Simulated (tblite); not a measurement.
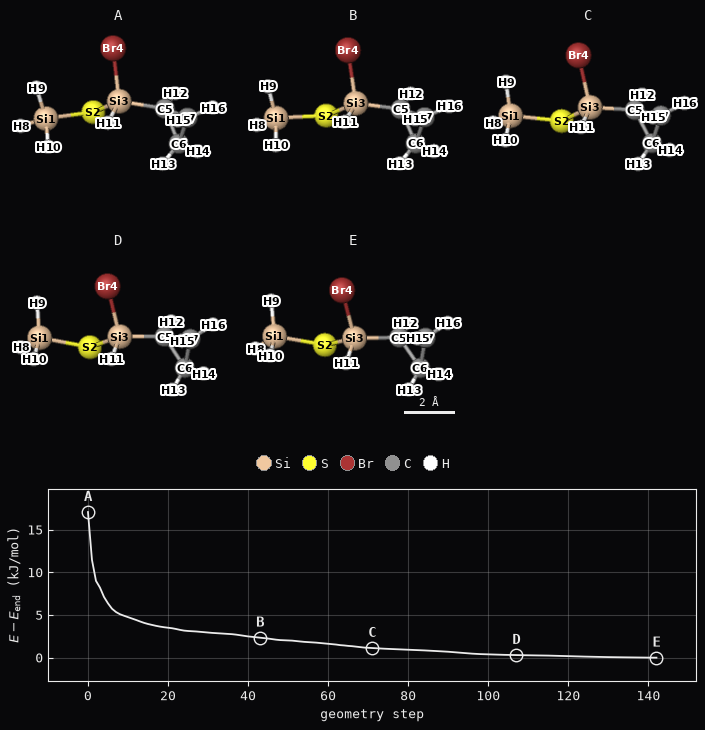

Frames of a relaxation of C₃H₉BrSSi₂, marked on the history of the run. The picture is a ball-and-stick view, seen at a tilt.

The calculation used GFN2-xTB geometry optimisation, gas phase in tblite 0.8.0. 

**Describe the path.**

After 142 geometry steps the energy has fallen by 17.1 kJ/mol. Br4 moves most after the best rigid fit: 0.95 Å. Largest moves by element: Br 0.95 Å, H 0.85 Å, Si 0.50 Å, S 0.38 Å, C 0.27 Å. Some distances before and after: Si3–H11 1.486 → 1.455 Å, S2–Si3 2.112 → 2.142 Å, Si1–H8 1.477 → 1.451 Å, Si1–H10 1.480 → 1.459 Å. Bond angles that change, for instance: Si1–S2–Si3 95.3° → 104.1°, S2–Si1–H8 109.2° → 101.6°, Br4–Si3–H11 109.9° → 103.3°. Groups turn about S2–Si3 by about 30°. From step 0 to 43: H10 moves most (0.31 Å), energy −14.7 kJ/mol. From step 43 to 71: Br and H atoms move most (0.30 Å), energy −1.21 kJ/mol. From step 71 to 107: H atoms move most (0.29 Å), energy −0.82 kJ/mol. From step 107 to 142: Br4 moves most (0.26 Å), energy −0.31 kJ/mol.

| step | E − E(0), kJ/mol |
| --- | --- |
| 0 | 0.00 |
| 1 | -5.61 |
| 2 | -8.07 |
| 3 | -8.86 |
| 4 | -9.95 |
| 5 | -10.71 |
| 6 | -11.34 |
| 7 | -11.72 |
| 8 | -11.98 |
| 9 | -12.16 |
| 10 | -12.32 |
| 17 | -13.34 |
| 24 | -13.90 |
| 31 | -14.17 |
| 38 | -14.44 |
| 45 | -14.83 |
| 52 | -15.12 |
| 59 | -15.40 |
| 66 | -15.73 |
| 73 | -15.99 |
| 79 | -16.12 |
| 86 | -16.28 |
| 93 | -16.49 |
| 100 | -16.69 |
| 107 | -16.76 |
| 114 | -16.82 |
| 121 | -16.91 |
| 128 | -17.00 |
| 135 | -17.04 |
| 142 | -17.08 |
